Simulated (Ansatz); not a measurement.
**One shape, several levels: SiCl2 (SMILES Cl[Si]Cl)**

Wanted: a comparison of 6 runs (HF/STO-3G, BHLYP/STO-3G, SVWN5/STO-3G, r2SCAN0/STO-3G, revPBE/STO-3G, CCSD(T)/STO-3G) of SiCl2. 

The results are computed with Ansatz 0.2.0.

39 further runs of the same task are left out: 5 that didn't finish, 34 set aside as unsound or not needed.

## (1) Starting point

SiCl2 has 3 atoms, charge 0, and is taken as a singlet. SMILES: `Cl[Si]Cl`. The Si2–Cl1 distance was set to 3.116 Å, away from the relaxed value. At this shape a bond of the SMILES string is far longer than usual.

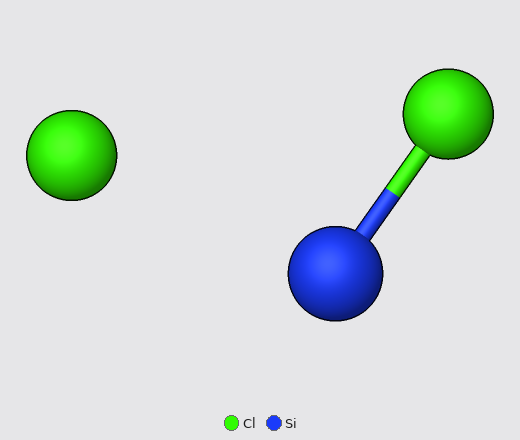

Viewed from a chosen angle; chlorine green, silicon blue.

## (2) The energy at HF/STO-3G (run 1)

molecule.yaml

```yaml
crystal:
  periodic: [false, false, false]
  atoms:
    - {symbol: Cl, position_ang: [0.825734, 2.410875, 0.717988]}
    - {symbol: Si, position_ang: [-0.770100, -0.010400, -0.422000]}
    - {symbol: Cl, position_ang: [0.476300, -1.593400, 0.084000]}
basis:
  gaussian: {orbitals: STO-3G}
hamiltonian: {xc: hf}
accuracy: high
```

Command:

```
ansatz run molecule.yaml --threads 1 --pin off --max-ram 2610MiB --events-out events.jsonl --progress --plain --runs-dir runs
```

Log:

```text
Warning: RAYON_NUM_THREADS=1 ignored (pool sized by the plan → 1); use --threads N
Functional definition: HF
  name "HF"
  exchange = exact_x
  correlation = 0
455 factors; integrals over basis functions are off by at most 1.5e-8 eV
mean field evaluation 1: about -32506.6947 eV, gradient 1.7e1 eV
mean field evaluation 2: about -32506.7288 eV, gradient 1.7e1 eV
mean field evaluation 4: about -32509.7344 eV, gradient 1.1e0 eV
mean field evaluation 8: about -32509.7523 eV, gradient 4.5e-2 eV
mean field -32509.75231188 eV, -1194.7113615600 hartree, gradient 9.1e-9 eV, S^2 0.000000; 0 other end points of the search recorded, 0 dependent functions left out
reference -32509.75231188 eV, -1194.7113615600 hartree; 24, 24 occupied and 3, 3 virtual orbitals, 455 factors
Total energy: -32509.75231188 eV, -1194.7113615600 hartree
```

Run time: 0.18 s. Hardware: 1 thread of Arm Neoverse V1, shared host.

## (3) The energy at BHLYP/STO-3G (run 2)

input.yaml

```yaml
crystal:
  periodic: [false, false, false]
  atoms:
    - symbol: Cl
      position_ang: [0.825734, 2.410875, 0.717988]
    - symbol: Si
      position_ang: [-0.770100, -0.010400, -0.422000]
    - symbol: Cl
      position_ang: [0.476300, -1.593400, 0.084000]
basis:
  gaussian:
    orbitals: STO-3G
total_charge: 0
hamiltonian:
  xc: {name: BHLYP}
accuracy: high
```

Command:

```
ansatz run input.yaml --threads 1 --pin off --max-ram 2610MiB --events-out events.jsonl --progress --plain --runs-dir runs
```

Log:

```text
Warning: RAYON_NUM_THREADS=1 ignored (pool sized by the plan → 1); use --threads N
Functional definition: BHLYP
  name "BHLYP"
  parameter a = 0.5
  exchange = (1 - a)*b88_x + a*exact_x
  correlation = lyp_c
455 factors; integrals over basis functions are off by at most 1.5e-8 eV
mean field evaluation 1: about -32554.4380 eV, gradient 1.9e1 eV
mean field evaluation 2: about -32477.3733 eV, gradient 8.1e1 eV
mean field evaluation 4: about -32558.5471 eV, gradient 1.6e0 eV
mean field evaluation 8: about -32558.5849 eV, gradient 2.1e-1 eV
mean field evaluation 16: about -32558.5853 eV, gradient 2.4e-6 eV
mean field -32558.58530271 eV, -1196.5059408727 hartree, gradient 7.4e-8 eV, S^2 0.000000; 0 other end points of the search recorded, 0 dependent functions left out
reference -32558.58532250 eV, -1196.5059416001 hartree; 24, 24 occupied and 3, 3 virtual orbitals, 455 factors
Total energy: -32558.58532250 eV, -1196.5059416001 hartree
```

It took 1.3 s on 1 thread of Arm Neoverse V1, shared host; peak memory 0.098 GiB.

Runs 3 to 5 aren't shown in full; the table further down has their settings and results.

## (4) The energy at CCSD(T)/STO-3G (run 6)

input.yaml

```yaml
crystal:
  periodic: [false, false, false]
  atoms:
    - {symbol: Cl, position_ang: [0.825734, 2.410875, 0.717988]}
    - {symbol: Si, position_ang: [-0.770100, -0.010400, -0.422000]}
    - {symbol: Cl, position_ang: [0.476300, -1.593400, 0.084000]}
basis:
  gaussian: {orbitals: STO-3G}
accuracy: high
correlation: {method: ccsd_t, frozen_orbitals: {Cl: 5, Si: 5}}
scf: {omitted_lower_state_checks: [cluster_reference, increment]}
```

Command:

```
ansatz run input.yaml --threads 1 --pin off --max-ram 2610MiB --events-out events.jsonl --progress --plain --runs-dir runs
```

Log:

```text
Warning: RAYON_NUM_THREADS=1 ignored (pool sized by the plan → 1); use --threads N
[... 11 lines left out ...]
15 core orbitals not correlated: weight in the atoms' cores, before any rotation towards them, 1.000 or more for the frozen orbitals, at most 0.000 for the correlated occupied ones
[... 34 lines left out ...]
Total energy: -32511.80935468 eV, -1194.7869564887 hartree
Checks for a lower state left out: cluster_reference, increment
```

Run time: 0.3 s. Hardware: 1 thread of Arm Neoverse V1, shared host.

## (5) The series

```
run           level  frozen core orbitals   energy (Eh)  wall time
  1       HF/STO-3G                     –  -1194.711362     0.18 s
  2    BHLYP/STO-3G                     –  -1196.505942      1.3 s
  3    SVWN5/STO-3G                     –  -1192.244382      1.2 s
  4  r2SCAN0/STO-3G                     –  -1196.462610      3.9 s
  5   revPBE/STO-3G                     –  -1196.255320      1.8 s
  6  CCSD(T)/STO-3G                    15  -1194.786956      0.3 s
```

## (6) Summary of results

| quantity | value |
| --- | --- |
| run 6: total energy | -1194.78696 Eh |
| run 6: correlation energy (15 core orbitals frozen) | -75.6 mEh |
| run 6: (T) correction | -3.75 mEh |
| run 6: T1 diagnostic | 0.038 |

Totals of different functionals can't be ranked against each other. In run 6 the T1 diagnostic is large, so a single reference may not serve. In run 6 the log says that unrestricted orbitals would lower the reference, so the values rest on an unstable closed-shell determinant (other closed-shell runs at this shape may share the fault). In runs 1, 2, 3, 4, 5, 6 the basis is minimal, so the values are rough. All runs together took 8.6 s, the longest 3.9 s.
